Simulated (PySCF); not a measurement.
**Cl6Ga3H3 ((Cl2Ga-mu-H)3): density, localisation and related maps**

```xyz
12

Ga    0.7862   -1.6315    0.1163
Cl   -0.6117   -3.0693    0.8338
Cl    2.8321   -2.0239   -0.3090
H     0.7660   -0.2737    1.1411
Ga   -0.3587    0.9632    1.4650
Cl   -1.8369    0.2544    2.8213
Cl    0.7575    2.7386    1.8056
H    -1.1024    1.0138   -0.0766
Ga   -0.4434    0.6228   -1.5999
Cl   -2.0422    0.5615   -3.0013
Cl    1.3514    1.7351   -1.8904
H     0.0176   -0.9738   -1.2549
```

Geometry: PBE0-D3(BJ)/def2-SVP.

All numbers below come from wB97X-D/def2-SVPD, SCF density, gas phase in PySCF 2.14.0.

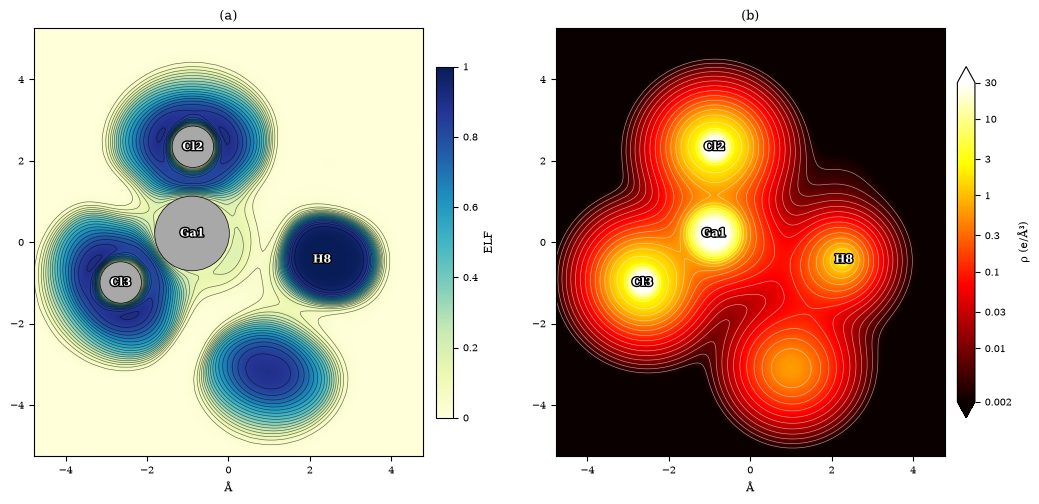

Figure 1. (a) ELF; (b) electron density on the plane of atoms Cl2, Ga1 and Cl3. Grey discs cover the atomic cores in the ELF map.

Q: What does the map show?

A:
- The section cuts through Ga, Cl and H sites.
- Ga–Cl (2.13 Å): ρ is about 0.72 e/Å³ halfway; the ELF peaks at about 0.85 in the valence shell of Cl, 0.8 Å from its nucleus, and is about 0.60 at the midpoint.
- The ELF also peaks beside Cl3 and Cl2, away from the bonds: lone-pair regions.

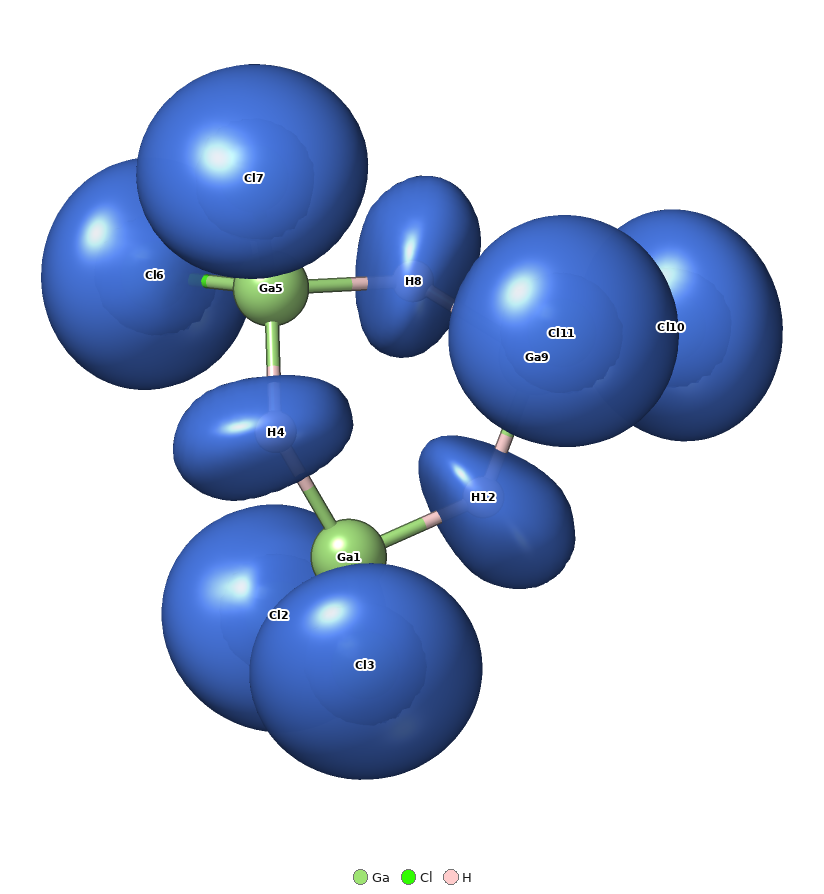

Figure 2. Isosurface of the electron localisation function at 0.75 (blue), seen across its widest extent. Core shells and regions of very low density are left out.

Q: Identify the bonds, lone pairs and shells in this picture.

A: At this value the surface marks out three regions around hydrogen nuclei and six regions wrapped around Cl (the valence shell of each).


Ga–Cl (2.12 Å): the ELF peaks at about 0.85 in the valence shell of Cl, 0.8 Å from its nucleus, and is about 0.60 at the midpoint. Ga–H (1.70 Å): the ELF climbs to about 1 towards the hydrogen.

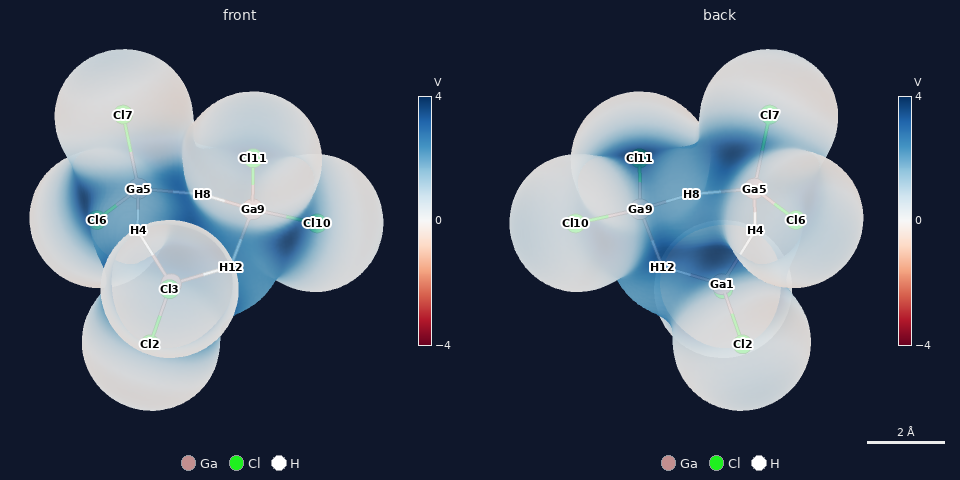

Figure 3. The electrostatic potential painted on the density surface at 0.004 e/bohr³, seen from the front and from behind; red is negative and blue positive.

Q: Where is the surface potential most negative and most positive?

A: The most negative region (about −0.3 V) lies over Cl2, Cl6, Cl7 and Cl11, the most positive (about +3.8 V) over Ga1, Ga5 and Ga9. Cl2 shows a σ-hole: about +0.5 V at the tip opposite its bond, against about 0.0 V on its flanks. Cl3 shows a σ-hole: about +0.6 V at the tip opposite its bond, against about 0.0 V on its flanks. Cl6 shows a σ-hole: about +0.5 V at the tip opposite its bond, against about −0.1 V on its flanks. Cl7 shows a σ-hole: about +0.5 V at the tip opposite its bond, against about −0.1 V on its flanks. Cl10 shows a σ-hole: about +0.6 V at the tip opposite its bond, against about 0.0 V on its flanks. Cl11 shows a σ-hole: about +0.5 V at the tip opposite its bond, against about −0.1 V on its flanks.

Q: How polar is the molecule by this calculation?

A: Its dipole moment is 0.46 D.
